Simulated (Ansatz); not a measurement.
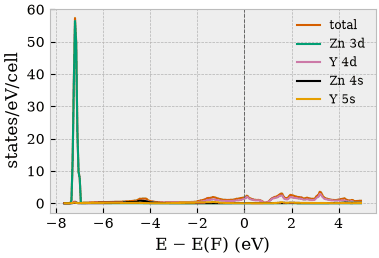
Figure: Total and projected density of states of YZn (CsCl type, Pm-3m), plane-wave PAW r²SCAN (Ansatz code)

Task: Which orbitals carry the states next to the Fermi level?

Result: Within 0.5 eV of the Fermi level: Y 4d 75 %, outside the projected shells 20 %. Projections are on Löwdin-orthogonalised atomic valence shells; empty p or d shells of many metals are not among them.

Task: Where is the tallest occupied peak in this window, and what makes it?

Result: Near -7.2 eV, about 57 states/eV per cell; the largest projected share is Zn 3d.

The workflow started from a Materials Project entry (that database holds measured and hypothetical structures alike); the Crystallography Open Database files this formula in space group No. 221, but the cells were not matched. Whether it is the stable phase at ambient conditions was not checked. Symmetry was held in the r²SCAN relaxation; its stability against distortions is not shown here. The run is not spin-polarised. Scalar-relativistic: spin–orbit coupling is off unless named, which matters more the heavier the elements.

Potentials: the later of the program's two PAW sets.
